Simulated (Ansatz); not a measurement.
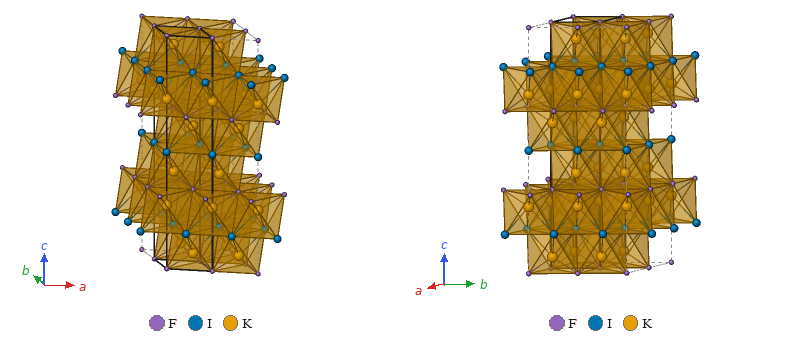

Polyhedra are drawn about K (bonds: F–K below 3.2 Å and I–K below 3.8 Å); other atoms are plain spheres. Two views of the same piece.

The compound is K₂IF (space group R-3m, No. 166), taken as the input geometry of an electronic-structure calculation (not necessarily at equilibrium); the starting structure was generated, so it need not be a known form of this composition.

Sharing among the drawn polyhedra:

| site | polyhedron | corner-sharing neighbours | edge-sharing | face-sharing | bond (Å) |
| --- | --- | --- | --- | --- | --- |
| K | KF3I3 octahedron | 6 | 12 | 0 | 2.84–3.41 |

They form a three-dimensional framework of corner- and edge-sharing octahedra.
